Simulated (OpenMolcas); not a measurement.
## Run report: Fe²⁺ complex, multiconfigurational calculation (part 2 of 2)

Continued. System: Fe²⁺ with 6 ligands (F; octahedron, 2.204 Å), embedded in KZnF3 by model potentials and point charges, whose field is part of the energies. Method: state-averaged CASSCF, active space 6 electrons in the shell 3d, basis ANO-RCC-VDZP on the metal and ANO-RCC-VDZP on the ligands, DKH2 scalar Hamiltonian, spin-orbit coupling by RASSI with atomic mean-field integrals (OpenMolcas).

**Log (extracts), continued**
```
--- RASSI ---
SPIN-FREE ENERGIES:
  (Shifted by EMIN (a.u.) =      -1870.6549832300)

 SF State       Relative EMIN(au)   Rel lowest level(eV)    D:o, cm**(-1)

     1             0.0000000000        0.0000000000              0.0000
     2             0.0000000000        0.0000000000              0.0000
     3             0.0000000000        0.0000000000              0.0000
     4             0.0264133861        0.7187448518           5797.0682
     5             0.0264133861        0.7187448518           5797.0682
     6             0.0857066700        2.3321973023          18810.4398
     7             0.0857066700        2.3321973023          18810.4398
     8             0.0857066700        2.3321973023          18810.4398
     9             0.0963533540        2.6219083331          21147.1169
    10             0.0963533540        2.6219083331          21147.1169
    11             0.0963533540        2.6219083331          21147.1169
    12             0.1050392359        2.8582632188          23053.4476
    13             0.1050392359        2.8582632188          23053.4476
    14             0.1050392359        2.8582632188          23053.4476
    51             0.1142628434        3.1092503643          25077.7954
    16             0.1150888296        3.1317265937          25259.0784
    15             0.1150888296        3.1317265937          25259.0784
    18             0.1182654379        3.2181665098          25956.2634
    19             0.1182654379        3.2181665098          25956.2634
    17             0.1182654379        3.2181665098          25956.2634
    21             0.1193279266        3.2470783009          26189.4527
    22             0.1193279266        3.2470783009          26189.4527
    20             0.1193279266        3.2470783009          26189.4527
    52             0.1314476560        3.5768729390          28849.4258
    53             0.1314476560        3.5768729390          28849.4258
    54             0.1314476567        3.5768729589          28849.4260
    23             0.1330488678        3.6204441310          29200.8512
    24             0.1339337316        3.6445225016          29395.0564
    25             0.1339337316        3.6445225016          29395.0564
    26             0.1339337316        3.6445225016          29395.0564
    27             0.1346582894        3.6642387233          29554.0784
    28             0.1346582894        3.6642387233          29554.0784
    29             0.1346582894        3.6642387233          29554.0784
    31             0.1403249172        3.8184355215          30797.7595
    30             0.1403249172        3.8184355215          30797.7595
    55             0.1477758321        4.0211852447          32433.0463
    56             0.1477758321        4.0211852447          32433.0463
    57             0.1477758321        4.0211852447          32433.0463
    32             0.1507263026        4.1014716386          33080.5997
    58             0.1568189308        4.2672604961          34417.7770
Eigenvalues of complex Hamiltonian:
   -----------------------------------
  (Shifted by EMIN (a.u.) =      -1870.6549832300)

 SO State       Relative EMIN(au)   Rel lowest level(eV)    D:o, cm**(-1)

     1            -0.0015657102        0.0000000000              0.0000
     2            -0.0015657102        0.0000000000              0.0000
     3            -0.0015657102        0.0000000000              0.0000
     4            -0.0006974879        0.0236255309            190.5528
     5            -0.0006974879        0.0236255309            190.5528
     6            -0.0006276521        0.0255258606            205.8800
     7            -0.0006276521        0.0255258606            205.8800
     8            -0.0006276521        0.0255258606            205.8800
     9             0.0005658570        0.0580028976            467.8249
    10             0.0007269209        0.0623856685            503.1744
    11             0.0007269209        0.0623856685            503.1744
    12             0.0007269209        0.0623856685            503.1744
    13             0.0008400045        0.0654628309            527.9933
    14             0.0008400045        0.0654628309            527.9933
    15             0.0008400045        0.0654628309            527.9933
    16             0.0263363440        0.7592535736           6123.7931
    17             0.0263683826        0.7601253879           6130.8247
    18             0.0263683826        0.7601253879           6130.8247
    19             0.0263683826        0.7601253879           6130.8247
    20             0.0264002083        0.7609914092           6137.8096
    21             0.0264002083        0.7609914092           6137.8096
    22             0.0264368961        0.7619897364           6145.8617
    23             0.0264368961        0.7619897364           6145.8617
    24             0.0264368961        0.7619897364           6145.8617
    25             0.0264732799        0.7629797885           6153.8470
    26             0.0847073634        2.3476099283          18934.7510
    27             0.0847073634        2.3476099283          18934.7510
    28             0.0848292188        2.3509257810          18961.4952
    29             0.0848292188        2.3509257810          18961.4952
    30             0.0848292188        2.3509257810          18961.4952
    31             0.0863058671        2.3911074292          19285.5820
    32             0.0863713916        2.3928904431          19299.9630
    33             0.0863713916        2.3928904432          19299.9630
    34             0.0863713916        2.3928904433          19299.9630
    35             0.0959369995        2.6531838945          21399.3713
    36             0.0961140147        2.6580007219          21438.2216
    37             0.0961140147        2.6580007222          21438.2216
    38             0.0961140147        2.6580007219          21438.2216
    39             0.0961288591        2.6584046590          21441.4796
    40             0.0961288591        2.6584046593          21441.4796
    41             0.0961288591        2.6584046595          21441.4796
Weights of the five most important spin-orbit-free states for each spin-orbit state.

 SO State  Total energy (au)           Spin-free states, spin, and weights
 -------------------------------------------------------------------------------------------------------
    1        -0.001566       3 2.0  0.3548    1 2.0  0.3359    2 2.0  0.3073    4 2.0  0.0007    5 2.0  0.0005
    2        -0.001566       1 2.0  0.3540    3 2.0  0.3338    2 2.0  0.3103    5 2.0  0.0007    4 2.0  0.0005
    3        -0.001566       2 2.0  0.3805    3 2.0  0.3094    1 2.0  0.3082    4 2.0  0.0006    5 2.0  0.0006
    4        -0.000697       3 2.0  0.6583    1 2.0  0.2166    2 2.0  0.1202    5 2.0  0.0020    4 2.0  0.0020
    5        -0.000697       2 2.0  0.5432    1 2.0  0.4468    3 2.0  0.0051    5 2.0  0.0020    4 2.0  0.0020
    6        -0.000628       2 2.0  0.4614    3 2.0  0.3971    1 2.0  0.1383    5 2.0  0.0017    4 2.0  0.0008
    7        -0.000628       3 2.0  0.4482    2 2.0  0.4054    1 2.0  0.1432    5 2.0  0.0018    4 2.0  0.0007
    8        -0.000628       1 2.0  0.7152    3 2.0  0.1515    2 2.0  0.1301    4 2.0  0.0022    5 2.0  0.0002
    9         0.000566       2 2.0  0.3300    3 2.0  0.3300    1 2.0  0.3300    5 2.0  0.0042    4 2.0  0.0042
   10         0.000727       3 2.0  0.3691    2 2.0  0.3648    1 2.0  0.2613    4 2.0  0.0034    5 2.0  0.0003
   11         0.000727       3 2.0  0.3649    1 2.0  0.3645    2 2.0  0.2658    5 2.0  0.0019    4 2.0  0.0019
   12         0.000727       1 2.0  0.3694    2 2.0  0.3646    3 2.0  0.2612    5 2.0  0.0034    4 2.0  0.0003
```

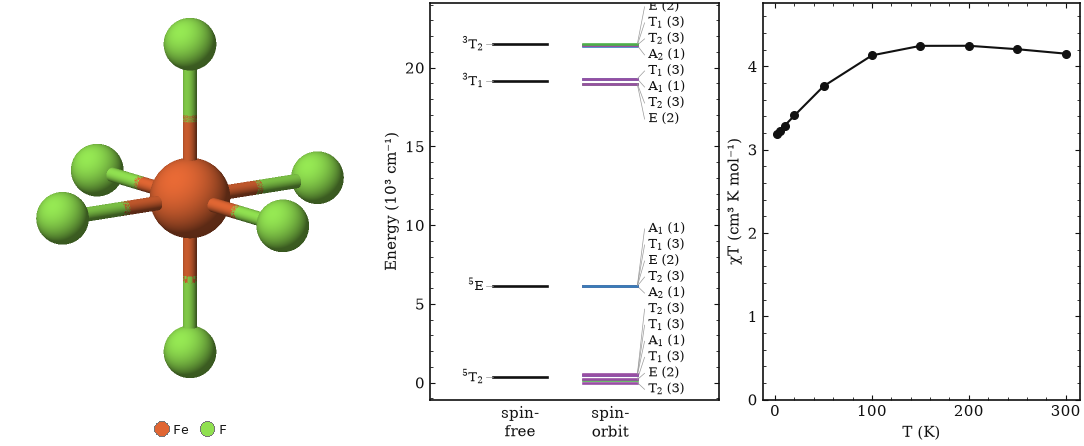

Fe²⁺ (3d⁶) as a dopant in KZnF₃, a cluster with its 6 nearest F⁻ at 2.204 Å (octahedron) embedded in model potentials and point charges; the geometry was set, not optimised, and its levels and susceptibility. Labels give the representation in O, Td, D4 or D3 as the site allows (double group for half-integer spin) where it could be assigned and, in brackets, the degeneracy; spin-free states, where drawn, share the zero of the spin-orbit levels. Powder susceptibility by Van Vleck's formula. The ground level is T₂, 3-fold degenerate, 100 % from states of spin multiplicity 5. The next level lies at 191 cm⁻¹ (E). The lowest spin-free state is ⁵T₂, from the free-ion D term; of the same spin there follows at 5,800 cm⁻¹ (⁵E) above it. A ligand-field fit to the spin-free states gives |10Dq| = 5,320 cm⁻¹, B = 1,160 and C = 4,280 cm⁻¹ (rms misfit 90 cm⁻¹). χT is 3.19 cm³ K mol⁻¹ at 2 K and 4.15 at 300 K, an effective moment of 5.76 μB. The active orbitals hold 96 to 99 % metal character (Löwdin), and the Mulliken charge of the metal is +1.59.

Outcome of the run: converged.
